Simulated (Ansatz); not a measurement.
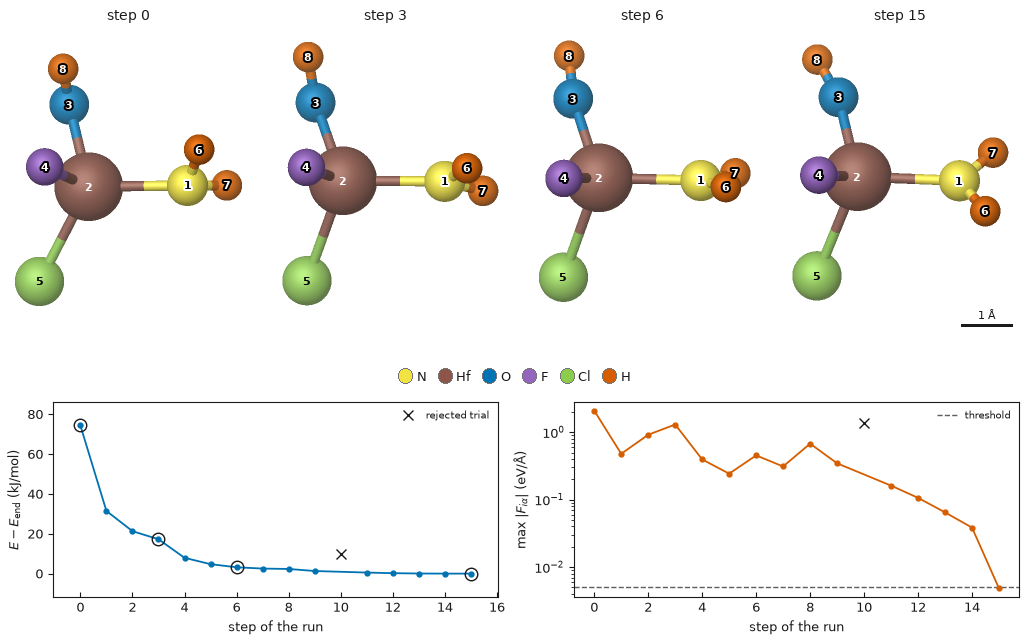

Frames of a relaxation of HfNH3OClF, marked on the history of the run. The picture is a ball-and-stick view, seen from a free direction.

The start comes from GFN2-xTB.

The calculation used Ansatz, RKS PBE0-D4/def2-TZVP. Set-up: force threshold 0.005 eV/Å; at most 150 steps.

Q: Describe the path.

A: The atom that moves furthest after the best rigid fit is H6 (1.25 Å). By element the largest moves are H 1.25 Å, F 0.45 Å, Hf 0.35 Å, O 0.18 Å, Cl 0.17 Å, N 0.10 Å. Some distances before and after: Hf2–Cl5 2.255 → 2.370 Å, Hf2–O3 1.858 → 1.906 Å, Hf2–F4 1.881 → 1.911 Å, N1–Hf2 1.995 → 2.017 Å. Among the angles between lasting bonds that change: Hf2–O3–H8 110.9° → 165.1°, O3–Hf2–F4 96.6° → 113.7°, Hf2–N1–H6 112.4° → 125.6°. Over 14 accepted moves (15 points after the start) the energy falls by 74.4 kJ/mol. The largest force component goes from 2.1 to 0.0048 eV/Å. The line search rejected the trial step at point 10 of the run. From step 0 to 3: H8 moves most (0.50 Å), energy −57.1 kJ/mol. From step 3 to 6: H8 moves most (0.56 Å), energy −14.1 kJ/mol. From step 6 to 15: H6 moves most (0.51 Å), energy −3.19 kJ/mol.
